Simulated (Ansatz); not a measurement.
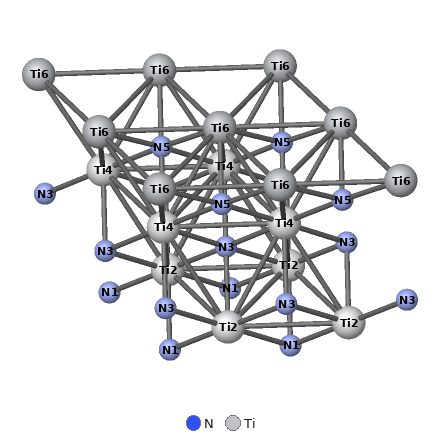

The system is C on a TiN(111) slab cut from the Fm-3m phase, its upper half relaxed before the scan (6 atoms of substrate and one adsorbate in a 1 × 1 cell); the picture shows it without the atoms that are moved over the map. C is moved over the surface cell; relaxed at each place: the height of the adsorbate's atoms; substrate rigid; the origin of the map has the adsorbate above Ti6. Places are given modulo a cell vector. The map is drawn in real space over the plane of the surface. Grid: 6 × 6 points; 10 points were computed and 26 follow by symmetry. All energies are given in eV relative to the lowest grid point. With one adsorbate in each 1 × 1 cell, its nearest image is 3.0 Å away, so neighbouring adsorbates interact. Method: Ansatz 0.2.0, DFT PBE, scalar-relativistic, plane waves, PAW. Settings: cutoff 420 eV, k-mesh 9×9×1, gaussian smearing 0.1 eV, no spin polarisation.

Range: position of C7 along the first surface vector from 0.000 to 0.833; position of C7 along the second surface vector from 0.000 to 0.833.

**Predict the map.**

The lowest grid point is at a threefold hollow over a third-layer Ti atom, (2/6, 4/6) of the cell vectors. There is a further well near a threefold hollow over a second-layer N atom, (4/6, 2/6) of the cell vectors (0.06 eV above the lowest at that grid point). The highest grid point, the top site over a surface Ti atom, (0/6, 0/6) of the cell vectors, lies 1.77 eV above the lowest. On the interpolated surface the easiest way out of the lowest well to the well at a threefold hollow over a second-layer N atom, (4/6, 2/6) of the cell vectors passes a barrier of about 0.39 eV. At the lowest point the adsorbate has 3 Ti at 2.07 Å as nearest neighbours, at the highest 1 Ti at 1.97 Å. Its relaxed height above the top atom is 1.14 Å at the lowest and 1.97 Å at the highest point.

```csv
"second ↓, first →",0/6,1/6,2/6,3/6,4/6,5/6
5/6,1.54,1.13,0.42,0.42,1.13,1.54
4/6,0.93,0.42,0.00,0.42,0.93,1.18
3/6,0.31,0.42,0.42,0.31,0.63,0.63
2/6,0.93,1.13,0.93,0.63,0.06,0.63
1/6,1.54,1.54,1.18,0.63,0.63,1.18
0/6,1.77,1.54,0.93,0.31,0.93,1.54
```

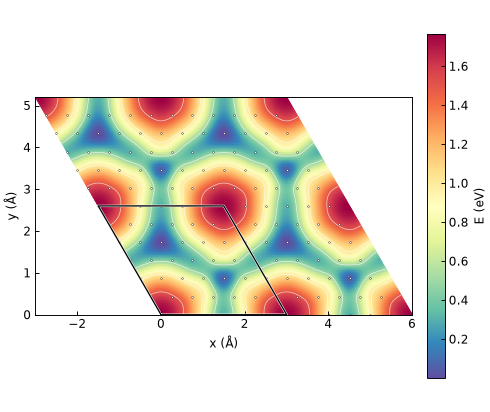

The picture shows a smooth colour map with a few white contour lines, dots at the grid points, the outline of one cell of the 2 × 2 shown. Between grid points the surface is interpolated.

Time for the 10 points that were run: 13 min on 2 threads of Arm Neoverse N1, with other jobs on the host.

PAW datasets: the set soft_1.
